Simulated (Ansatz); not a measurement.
Calculation: PBE (plane waves to 420 eV, PAW; Ansatz, a program for electronic structure).

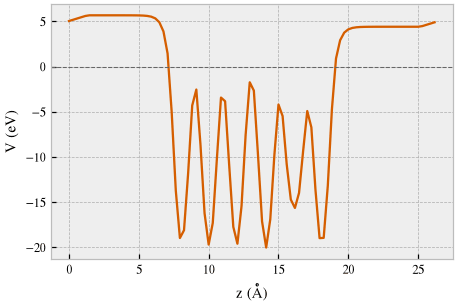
Electrostatic potential energy of an electron, averaged over planes parallel to the surface, in eV from the Fermi level, for a constructed model of the (100) surface of fcc Pt, a layer of Hf in place of the second plane (bottom of the slab: a bare face, its two planes held)

Set-up: 6 atoms, 10.4 Å thick at the start (thin: gaps and levels are the slab's own); mesh 13x13x1; 0.1 eV smearing; dipole correction on; 2 atoms held, the rest relaxed; start symmetry kept, larger cells not searched; no spin, no spin-orbit, no U. It is one candidate, not shown to be the stable structure of the face.

**Question.** The surface cell has an area of 7.88 Å². What dipole along the normal does the step between the two vacuum levels imply?

**Answer.** the top vacuum level lies 1.27 eV below the bottom one; p = −ε₀ A ΔV (ε₀ = 0.005526 e/(V·Å)) gives 0.06 e·Å a cell.
